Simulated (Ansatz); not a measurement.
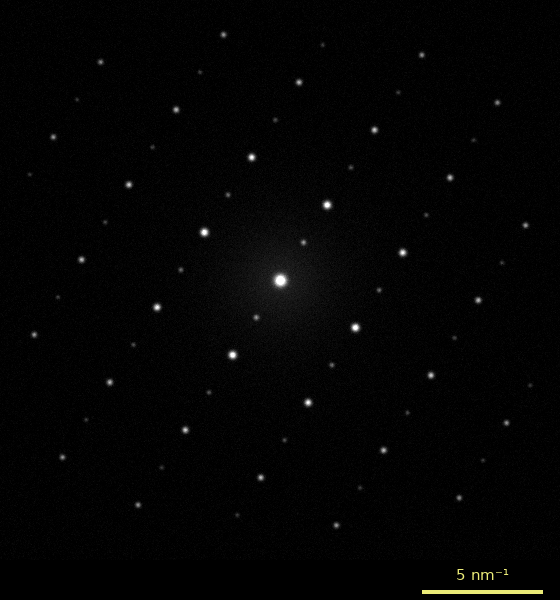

The pattern is a kinematic simulation for 200 kV electrons (no multiple scattering; isotropic B = 0.3 Å²).

Phase: Y2AsN, space group P4/mmm (No. 123), a = 3.788 Å, c = 5.396 Å. Structure: the end point of a relaxation with DFT PBEsol, scalar-relativistic, plane waves, PAW in Ansatz; the starting structure was generated, so it need not be a known form of this composition.

```cif
data_structure
_symmetry_space_group_name_H-M 'P4/mmm'
_symmetry_Int_Tables_number 123
_cell_length_a 3.7883
_cell_length_b 3.7883
_cell_length_c 5.3959
_cell_angle_alpha 90.000
_cell_angle_beta 90.000
_cell_angle_gamma 90.000
_cell_volume 77.44
loop_
_atom_site_label
_atom_site_type_symbol
_atom_site_symmetry_multiplicity
_atom_site_Wyckoff_symbol
_atom_site_fract_x
_atom_site_fract_y
_atom_site_fract_z
_atom_site_occupancy
Y1 Y 1 a 0.00000 0.00000 0.00000 1
Y2 Y 1 d 0.50000 0.50000 0.50000 1
As1 As 1 c 0.50000 0.50000 0.00000 1
N1 N 1 b 0.00000 0.00000 0.50000 1
```

### Measure the pattern against the scale bar and name the zone.

The spots form a rectangular net whose two shortest vectors correspond to d = 5.40 Å and 2.68 Å, 90.0° apart. They index as 0 0 1 and 1 -1 0, so the zone axis is [110] (or an equivalent direction of <110>).
